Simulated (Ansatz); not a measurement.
# C$_{4}$H$_{10}$Cl$_{3}$HfN: what the fields show

Input file:

```
crystal:
  periodic: [false, false, false]
  atoms:
    - {symbol: C, position_ang: [-0.946658, -2.115511, -0.350301]}
    - {symbol: C, position_ang: [-0.294770, -1.104308, 0.571168]}
    - {symbol: N, position_ang: [-0.188043, 0.220291, -0.017305]}
    - {symbol: C, position_ang: [0.234806, 1.240366, 0.939462]}
    - {symbol: C, position_ang: [1.693543, 1.136122, 1.352754]}
    - {symbol: Hf, position_ang: [-0.589941, 0.725322, -1.908996]}
    - {symbol: Cl, position_ang: [0.055409, 2.953128, -2.247918]}
    - {symbol: Cl, position_ang: [-2.898729, 0.497904, -2.289314]}
    - {symbol: Cl, position_ang: [0.611646, -0.651792, -3.384243]}
    - {symbol: H, position_ang: [-0.360349, -2.274428, -1.259558]}
    - {symbol: H, position_ang: [-1.958027, -1.808046, -0.630075]}
    - {symbol: H, position_ang: [-1.024964, -3.081762, 0.150890]}
    - {symbol: H, position_ang: [-0.882652, -1.024814, 1.496902]}
    - {symbol: H, position_ang: [0.698123, -1.469943, 0.862103]}
    - {symbol: H, position_ang: [0.060313, 2.231028, 0.508419]}
    - {symbol: H, position_ang: [-0.412060, 1.175976, 1.825395]}
    - {symbol: H, position_ang: [1.910387, 0.186260, 1.844638]}
    - {symbol: H, position_ang: [1.943659, 1.936471, 2.052915]}
    - {symbol: H, position_ang: [2.348338, 1.227756, 0.483065]}
basis:
  gaussian: {orbitals: def2-TZVPP}
hamiltonian: {xc: pbe0, dispersion: d4}
output: {orbitals: {seedname: orbitals}}
```

Run with:

```sh
ansatz run in.yaml --threads 4 --pin off --events-out ev --progress --plain --max-ram 46080MiB --backend cuda --devices 0, --max-vram 37GiB
```

Geometry: PBE0-D4/def2-TZVP; core potentials replace the inner electrons of Hf.

Method: RKS PBE0-D4/def2-TZVPP in Ansatz.

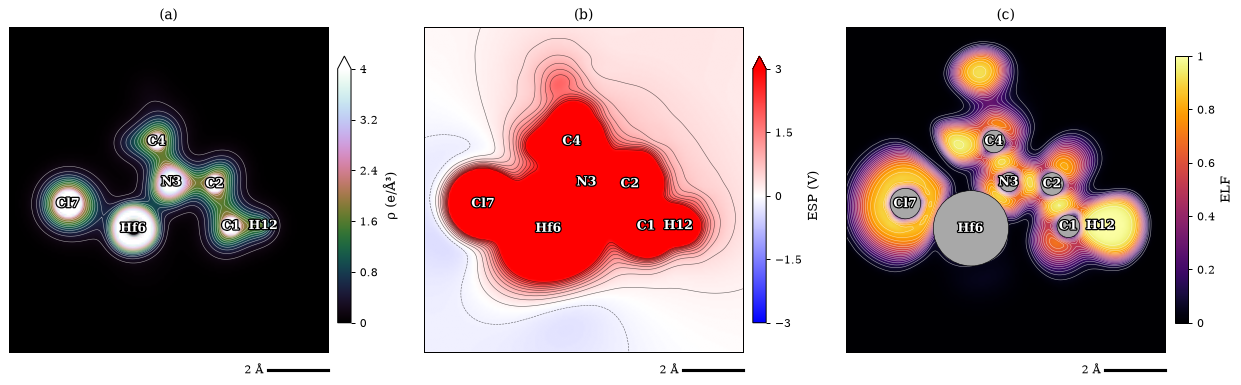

Figure 1. (a) electron density; (b) molecular electrostatic potential; (c) electron localisation function on the plane of atoms N3, Hf6 and Cl7. Grey discs cover the atomic cores in the ELF map.

Interpret the plot.

Answer. Atoms in the plane: C, N, Hf, Cl and H.
C–N (1.45 Å): ρ at the midpoint is about 1.9 e/Å³; the ELF peaks at about 0.90 between the atoms, as expected for a covalent bond.
C–C (1.52 Å): ρ is about 1.7 e/Å³ halfway; the ELF peaks at about 0.95 between the atoms, as expected for a covalent bond.
Hf–N (2.00 Å): the density is about 0.91 e/Å³ at the midpoint; the ELF peaks at about 0.90 in the valence shell of N, 0.6 Å from its nucleus, and is about 0.30 at the midpoint.
Hf–Cl (2.34 Å): the density is about 0.61 e/Å³ at the midpoint; the ELF peaks at about 0.85 in the valence shell of Cl, 0.8 Å from its nucleus, and is about 0.35 at the midpoint.
C–Hf (3.01 Å): ρ is about 0.53 e/Å³ halfway; the ELF is about 0.55 at the midpoint.
Outside the dense part of the molecule the potential is most negative (−0.4 V) near Cl7.

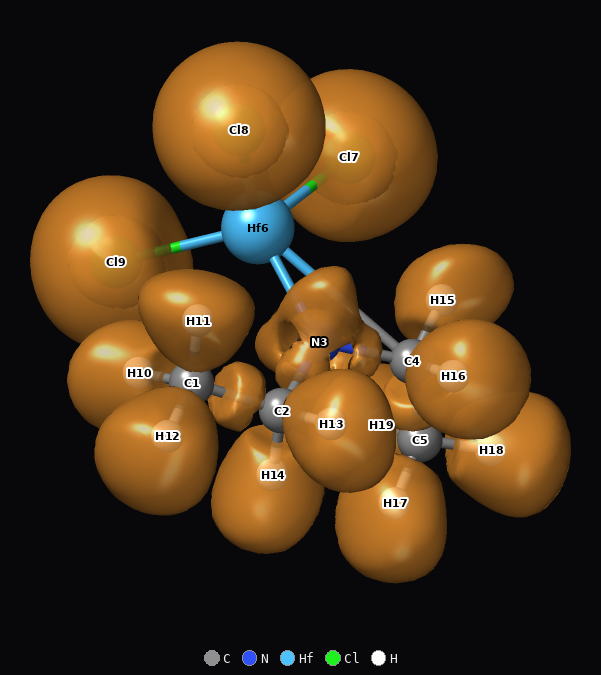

Figure 2. Isosurface of the electron localisation function at 0.75 (orange), seen at an oblique angle. Core shells and regions of very low density are left out.

Describe the localisation domains.

Answer. The surface consists of two regions between bonded C–C atoms (shared pairs), ten regions around hydrogen nuclei, one region on N in which the atom's valence shell and bonds are merged and three regions wrapped around Cl (the valence shell of each).

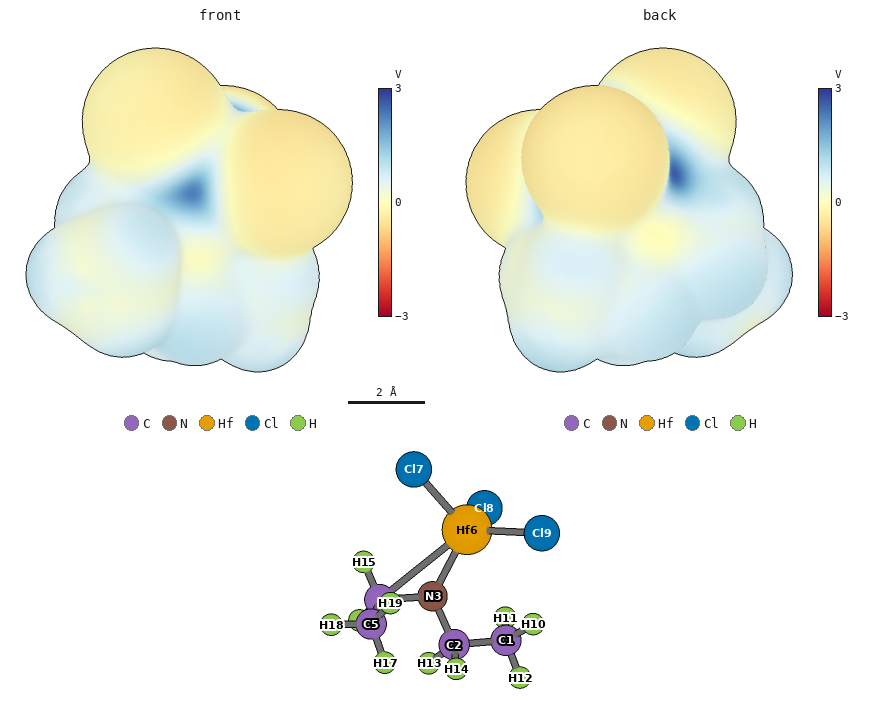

Figure 3. The electrostatic potential painted on the density surface at 0.002 e/bohr³, seen from the front and from behind; the colour scale runs from red (negative) to blue (positive). The bare structure is drawn below in the same view.

Describe the electrostatic potential map.

Answer. The most negative region (about −0.5 V) lies over Cl8 and Cl9, the most positive (about +2.3 V) over Hf6.
